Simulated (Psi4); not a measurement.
# SnN2H4 (Sn(NH2)2) at HF/3-21G

What is the vertical ionisation energy of SnN2H4 (Sn(NH2)2) at HF/3-21G? The job is set up through a QCSchema input.

The calculation is run with Psi4 1.11.

**1. The structure to begin with**

SnN2H4: 7 atoms, total charge 0, spin state singlet. SMILES: `[NH2][Sn][NH2]`. Geometry: a GFN2-xTB relaxation, a rough one for these elements and not checked as a minimum. This is one conformer, not always the lowest.

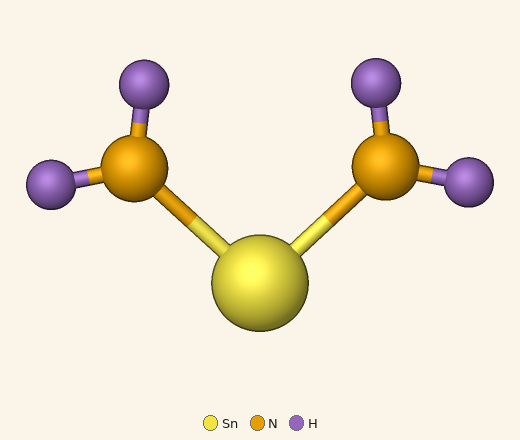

Viewed from a chosen angle; tin yellow, nitrogen amber, hydrogen purple.

**2. A single-point energy at HF/3-21G**

input.json

```json
{
 "schema_name": "qcschema_input",
 "schema_version": 1,
 "molecule": {
  "schema_name": "qcschema_molecule",
  "schema_version": 2,
  "symbols": ["Sn", "N", "H", "H", "N", "H", "H"],
  "geometry": [0.01233991, 1.22316303, -2.38969097, 2.8317735, -0.02369717, -0.06780337, 4.70269684, 0.07997321, -0.41649564, 2.6033245, -0.87116374, 1.62527785, -2.82971369, 0.07984093, -0.04244325, -4.69904967, 0.29511853, -0.35419137, -2.62137139, -0.78323479, 1.64532784],
  "molecular_charge": 0,
  "molecular_multiplicity": 1,
  "fix_symmetry": "c1",
  "fix_com": true,
  "fix_orientation": true
 },
 "driver": "energy",
 "model": {
  "method": "hf",
  "basis": "3-21G"
 },
 "keywords": {
  "puream": true,
  "e_convergence": 1e-09,
  "d_convergence": 1e-08,
  "scf_type": "pk"
 }
}
```

Started as:

```bash
$ psi4 --qcschema input.json -n 1 --memory 1600MB
```

stdout, cut to the lines that bear on the results:

```text
[...]
  Running in c1 symmetry.
[...]
  Nuclear repulsion =  248.545712170605952
[...]
  Multiplicity = 1
[...]
  Nalpha       = 34
  Nbeta        = 34
[...]
    Number of basis functions: 57
[...]
   @RHF iter   1: -6106.68292520224077   -4.03891e+00   1.04570e-02 DIIS/ADIIS
[...]
   @RHF iter  11: -6106.93366484750368    0.00000e+00   2.61608e-09 DIIS
[...]
    Orbital Energies [Eh]
    ---------------------
    Doubly Occupied:
       1A   -1034.855000     2A   -156.196717     3A   -145.342530
       4A   -145.342078     5A   -145.341827     6A    -31.502455
       7A    -26.878780     8A    -26.876202     9A    -26.874943
      10A    -19.045804    11A    -19.045051    12A    -19.043730
      13A    -19.042712    14A    -19.041592    15A    -15.421642
      16A    -15.421449    17A     -5.511956    18A     -3.898931
      19A     -3.892199    20A     -3.888261    21A     -1.385541
      22A     -1.381231    23A     -1.379417    24A     -1.376420
      25A     -1.368800    26A     -1.077958    27A     -1.058226
      28A     -0.613129    29A     -0.601852    30A     -0.592258
      31A     -0.484339    32A     -0.383767    33A     -0.347810
      34A     -0.312253
[...]
  @RHF Final Energy: -6106.93366484750368
   => Energetics <=
    Nuclear Repulsion Energy =            248.5457121706059525
    One-Electron Energy =               -8921.3050319884332566
    Two-Electron Energy =                2565.8256549703232849
    Total Energy =                      -6106.9336648475036782
[...]
 Multipole Moments:
 ------------------------------------------------------------------------------------
     Multipole            Electronic (a.u.)      Nuclear  (a.u.)        Total (a.u.)
 ------------------------------------------------------------------------------------
 L = 1.  Multiply by 2.5417464519 to convert [e a0] to [Debye]
 Dipole X            :         -0.6194585            0.6170145           -0.0024441
 Dipole Y            :        -60.4820484           60.2718510           -0.2101974
 Dipole Z            :        118.1720099         -117.7563562            0.4156537
 Magnitude           :                                                    0.4657863
[...]
```

The result, in JSON:

```text
{
 "driver": "energy",
 "model": {
  "method": "hf",
  "basis": "3-21G"
 },
 "success": true,
 "return_result": -6106.933664847504,
 "properties": {
  "calcinfo_nbasis": 57,
  "calcinfo_nmo": 57,
  "calcinfo_nalpha": 34,
  "calcinfo_nbeta": 34,
  "calcinfo_natom": 7,
  "nuclear_repulsion_energy": 248.54571217060595,
  "return_energy": -6106.933664847504,
  "scf_one_electron_energy": -8921.305031988433,
  "scf_two_electron_energy": 2565.8256549703233,
  "scf_dipole_moment": [-0.0024440874565929693, -0.21019735406848383, 0.415653695557225],
  "scf_total_energy": -6106.933664847504,
  "scf_iterations": 11
 }
}
```

Wall time 1.9 s (1 thread of Intel Xeon at 2.60GHz (Ice Lake), shared host); peak memory 0.2 GiB.

**3. The doublet cation: energy and gradient at UHF/3-21G**

h4n2sn.json

```json
{
 "schema_name": "qcschema_input",
 "schema_version": 1,
 "molecule": {
  "schema_name": "qcschema_molecule",
  "schema_version": 2,
  "symbols": ["Sn", "N", "H", "H", "N", "H", "H"],
  "geometry": [0.01233991, 1.22316303, -2.38969097, 2.8317735, -0.02369717, -0.06780337, 4.70269684, 0.07997321, -0.41649564, 2.6033245, -0.87116374, 1.62527785, -2.82971369, 0.07984093, -0.04244325, -4.69904967, 0.29511853, -0.35419137, -2.62137139, -0.78323479, 1.64532784],
  "molecular_charge": 1,
  "molecular_multiplicity": 2,
  "fix_symmetry": "c1"
 },
 "driver": "gradient",
 "model": {
  "method": "hf",
  "basis": "3-21G"
 },
 "keywords": {
  "reference": "uhf",
  "puream": true,
  "e_convergence": 1e-09,
  "d_convergence": 1e-08,
  "scf_type": "pk",
  "maxiter": 200,
  "scf_properties": ["WIBERG_LOWDIN_INDICES", "MULLIKEN_CHARGES", "QUADRUPOLE"]
 }
}
```

Started as:

```bash
$ psi4 --qcschema h4n2sn.json -n 1 --memory 1600MB
```

stdout, cut to the lines that bear on the results:

```text
[...]
  Running in c1 symmetry.
[...]
  Nuclear repulsion =  248.545712170605952
[...]
  Multiplicity = 2
[...]
  Nalpha       = 34
  Nbeta        = 33
[...]
    Number of basis functions: 57
[...]
   @UHF iter   1: -6106.38611939159819   -3.74210e+00   1.06768e-02 DIIS/ADIIS
[...]
   @UHF iter  26: -6106.66641134632664   -2.18279e-11   8.10644e-09 DIIS
[...]
   @S^2 Observed:                1.108530978E+00
[...]
  @UHF Final Energy: -6106.66641134632664
   => Energetics <=
    Nuclear Repulsion Energy =            248.5457121706059525
    One-Electron Energy =               -8905.9186431593843736
    Two-Electron Energy =                2550.7065196424523492
    Total Energy =                      -6106.6664113463266403
  UHF NO Occupations:
  HONO-2 :   32  A 1.9981521
  HONO-1 :   33  A 1.8093818
[...]
 Multipole Moments:
 ------------------------------------------------------------------------------------
     Multipole            Electronic (a.u.)      Nuclear  (a.u.)        Total (a.u.)
 ------------------------------------------------------------------------------------
 L = 1.  Multiply by 2.5417464519 to convert [e a0] to [Debye]
 Dipole X            :          0.0526288           -0.0515808            0.0010480
 Dipole Y            :          3.9873364           -5.1400606           -1.1527243
 Dipole Z            :         -7.7873342           10.0420122            2.2546779
 Magnitude           :                                                    2.5322612
 L = 2.  Multiply by 1.3450342976 to convert [e a0^2] to [Debye ang]
 Quadrupole XX       :       -183.5746242          170.0309110          -13.5437131
 Quadrupole XY       :          2.7273589           -3.0649896           -0.3376307
[...]
  -Total Gradient:
     Atom            X                  Y                   Z
    ------   -----------------  -----------------  -----------------
       1        0.000565184575    -0.026681769335     0.052386709821
       2       -0.006803147986     0.014449315295    -0.026555587567
       3       -0.006298216679    -0.004335273212     0.008126711086
       4        0.001313048932     0.003830978802    -0.007955414757
       5        0.007127469528     0.012510864054    -0.026655349056
       6        0.005453164118    -0.003979106074     0.008311643586
       7       -0.001357502488     0.004204990388    -0.007658713458
[...]
```

The result, in JSON:

```text
{
 "driver": "gradient",
 "model": {
  "method": "hf",
  "basis": "3-21G"
 },
 "success": true,
 "return_result": [0.0005651845753868138, -0.026681769335291747, 0.052386709820718066, -0.006803147985754432, 0.014449315295390619, -0.026555587566651995, -0.006298216678958579, -0.004335273212130513, 0.00812671108584237, 0.0013130489323718991, 0.0038309788018991153, -0.007955414757439216, 0.007127469527695662, 0.012510864053817516, -0.026655349055534627, 0.005453164118164711, -0.003979106073746692, 0.00831164358601997, -0.0013575024879435224, 0.004204990388259167, -0.007658713457566857],
 "properties": {
  "calcinfo_nbasis": 57,
  "calcinfo_nmo": 57,
  "calcinfo_nalpha": 34,
  "calcinfo_nbeta": 33,
  "calcinfo_natom": 7,
  "nuclear_repulsion_energy": 248.54571217060595,
  "return_energy": -6106.666411346327,
  "return_gradient": [0.0005651845753868138, -0.026681769335291747, 0.052386709820718066, -0.006803147985754432, 0.014449315295390619, -0.026555587566651995, -0.006298216678958579, -0.004335273212130513, 0.00812671108584237, 0.0013130489323718991, 0.0038309788018991153, -0.007955414757439216, 0.007127469527695662, 0.012510864053817516, -0.026655349055534627, 0.005453164118164711, -0.003979106073746692, 0.00831164358601997, -0.0013575024879435224, 0.004204990388259167, -0.007658713457566857],
  "scf_one_electron_energy": -8905.918643159384,
  "scf_two_electron_energy": 2550.7065196424523,
  "scf_dipole_moment": [0.001048039952132096, -1.1527242821901562, 2.2546779324901136],
  "scf_total_energy": -6106.666411346327,
  "scf_total_gradient": [0.0005651845753868138, -0.026681769335291747, 0.052386709820718066, -0.006803147985754432, 0.014449315295390619, -0.026555587566651995, -0.006298216678958579, -0.004335273212130513, 0.00812671108584237, 0.0013130489323718991, 0.0038309788018991153, -0.007955414757439216, 0.007127469527695662, 0.012510864053817516, -0.026655349055534627, 0.005453164118164711, -0.003979106073746692, 0.00831164358601997, -0.0013575024879435224, 0.004204990388259167, -0.007658713457566857],
  "scf_iterations": 26
 }
}
```

Run time: 3.3 s. Hardware: 1 thread of Intel Xeon at 2.60GHz (Ice Lake), shared host; peak memory 0.2 GiB.

**4. Summary of results**

Level: HF/3-21G.

```
                                          quantity           value
                      singlet SnN2H4: total energy  -6106.93366 Eh
                     singlet SnN2H4: dipole moment          1.18 D
                       singlet SnN2H4: HOMO energy        -8.50 eV
                       singlet SnN2H4: LUMO energy         1.91 eV
                     singlet SnN2H4: HOMO–LUMO gap        10.41 eV
                      doublet cation: total energy  -6106.66641 Eh
doublet cation: HOMO energy (highest over α and β)       -12.81 eV
 doublet cation: LUMO energy (lowest over α and β)        -5.20 eV
                              doublet cation: ⟨S²⟩           1.109
          doublet cation: largest force on an atom      3.023 eV/Å
vertical ionisation energy (to the doublet cation)        7.272 eV
```

What this shows: Removing an electron at fixed nuclei costs 7.27 eV (702 kJ/mol). −ε(HOMO) before ionisation, 8.50 eV, is 1.22 eV above this ionisation energy. Relativity is left out (singlet SnN2H4) although the molecule holds a heavy atom. ⟨S²⟩ (doublet cation) is 1.11 where a pure doublet has 0.75: the reference is spin-contaminated. Relativity is left out (doublet cation) although the molecule holds a heavy atom.
